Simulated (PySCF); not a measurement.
## Frequency calculation of MnF4

System: MnF4, multiplicity 4.
Method: UKS-based PBE0, Mn def2-SVP, F def2-SVP; non-relativistic Hamiltonian; density fitting (PySCF 2.14.0).

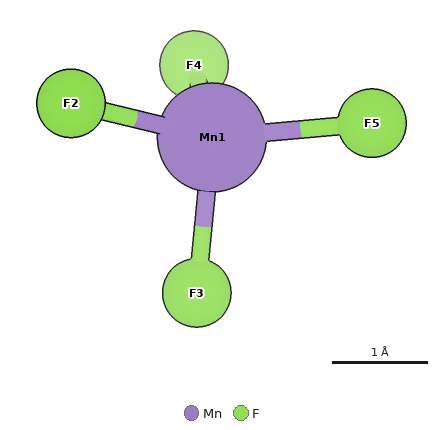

Fig. 1: The input geometry (ball-and-stick view, seen at a tilt; atoms are numbered from 1 in the order of the input). Sticks mark near contacts.

Input file:
```python
from pyscf import gto, scf, dft
mol = gto.M(atom='''
Mn     0.087927    -0.088243    -0.001545
F      1.320913     0.284151     1.128256
F     -1.287508    -0.042055     0.951890
F      0.030205     1.303876    -0.929804
F     -0.308790    -1.299911    -1.146035''',
    basis={'Mn': 'def2-SVP', 'F': 'def2-SVP'},
    charge=0, spin=3)
mf = dft.UKS(mol, xc='PBE0')
mf.grids.atom_grid = (75, 302)
aux = {'Mn': 'def2-universal-JKFIT', 'F': 'def2-universal-JKFIT'}
mf = mf.density_fit(auxbasis=aux)
mf.conv_tol = 1e-09
mf.diis_space = 10
mf.max_cycle = 60
mf.verbose = 4
mf.kernel()
```

The script is an equivalent of the set-up of the self-consistent field. The run itself was carried out by a driver, which started from the orbitals of the step before it where there was one and computed the further properties.

Machine: 2 threads of Arm Neoverse N1, 90 GiB of memory available, shared host.

Launch command:
```bash
OMP_NUM_THREADS=2 python axn.py task.json out
```

The program's output:
```
init E= -1549.36336592859
  alpha nocc = 32  HOMO = -0.378883846723452  LUMO = -0.138360492030079
  beta  nocc = 29  HOMO = -0.438005587268366  LUMO = -0.169721743127078
  HOMO = -0.378883846723  LUMO = -0.169721743127  gap/eV = 5.69159
cycle= 1 E= -1549.3633659284  delta_E= 1.92e-10  |g|= 2.49e-05  |ddm|= 2.31e-05
  alpha nocc = 32  HOMO = -0.378884857795085  LUMO = -0.138364027096276
  beta  nocc = 29  HOMO = -0.438004560141571  LUMO = -0.169726170632094
  HOMO = -0.378884857795  LUMO = -0.169726170632  gap/eV = 5.69150
cycle= 2 E= -1549.36336592729  delta_E= 1.11e-09  |g|= 6.08e-05  |ddm|= 5.36e-05
  alpha nocc = 32  HOMO = -0.37888346355345  LUMO = -0.138360340856065
  beta  nocc = 29  HOMO = -0.438005510776591  LUMO = -0.169721869603772
  HOMO = -0.378883463553  LUMO = -0.169721869604  gap/eV = 5.69158
cycle= 3 E= -1549.36336592859  delta_E= -1.3e-09  |g|= 1.05e-05  |ddm|= 3.84e-05
  alpha nocc = 32  HOMO = -0.378884021881419  LUMO = -0.138361348867472
  beta  nocc = 29  HOMO = -0.438005349494352  LUMO = -0.169722897201168
  HOMO = -0.378884021881  LUMO = -0.169722897201  gap/eV = 5.69156
cycle= 4 E= -1549.36336592864  delta_E= -5.55e-11  |g|= 4.71e-07  |ddm|= 5.39e-06
  alpha nocc = 32  HOMO = -0.378883961230227  LUMO = -0.1383612306333
  beta  nocc = 29  HOMO = -0.438005332711817  LUMO = -0.169722756879627
  HOMO = -0.37888396123  LUMO = -0.16972275688  gap/eV = 5.69157
Extra cycle  E= -1549.36336592865  delta_E= -3.18e-12  |g|= 9.71e-07  |ddm|= 1.21e-06
converged SCF energy = -1549.36336592865  <S^2> = 3.7958551  2S+1 = 4.0228622
```

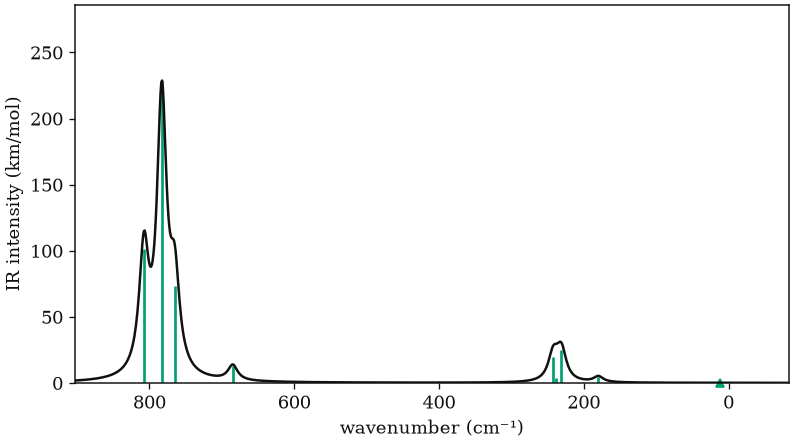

Fig. 2: Harmonic infrared spectrum, unscaled: sticks (degenerate modes added up, dark ones marked on the axis) with a Lorentzian envelope of 16 cm⁻¹ full width, scaled to the tallest stick. 9 modes from 12 to 808 cm⁻¹, none imaginary. The strongest line is at 783 cm⁻¹ (229 km/mol). All modes, in cm⁻¹ (km/mol): 12 (0.0), 180 (4.8), 231 (25), 238 (3.8), 243 (19.6), 685 (12.7), 765 (73), 783 (229), 808 (102).

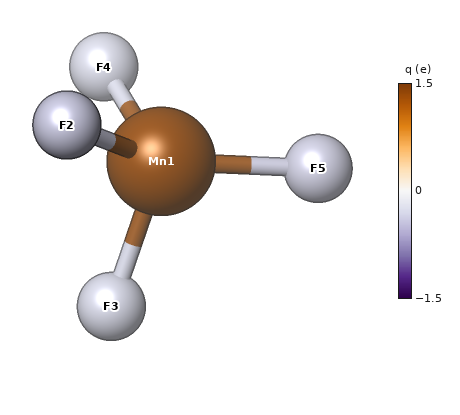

Fig. 3: Mulliken charges, as the colour of each atom (ball-and-stick view, seen at a tilt; atoms are numbered from 1 in the order of the input). By element: Mn +1.38 and F −0.38 to −0.31 e.

Results in brief:

```json
{"quantity": "outcome", "value": "converged"}
{"quantity": "total energy", "value": "−1549.363366 hartree"}
{"quantity": "⟨S²⟩", "value": "3.796"}
{"quantity": "zero-point energy", "value": "0.008986 hartree"}
{"quantity": "dipole moment", "value": "1.04 D"}
{"quantity": "wavenumbers, lowest and highest", "value": "12 and 808 cm⁻¹"}
{"quantity": "wall time", "value": "2.3 min (CPU time 4.1 min)"}
{"quantity": "peak memory", "value": "1.2 GiB"}
```

Notes:

Checks after the run noted: a mode under 25 cm-1 is near the numerical noise.
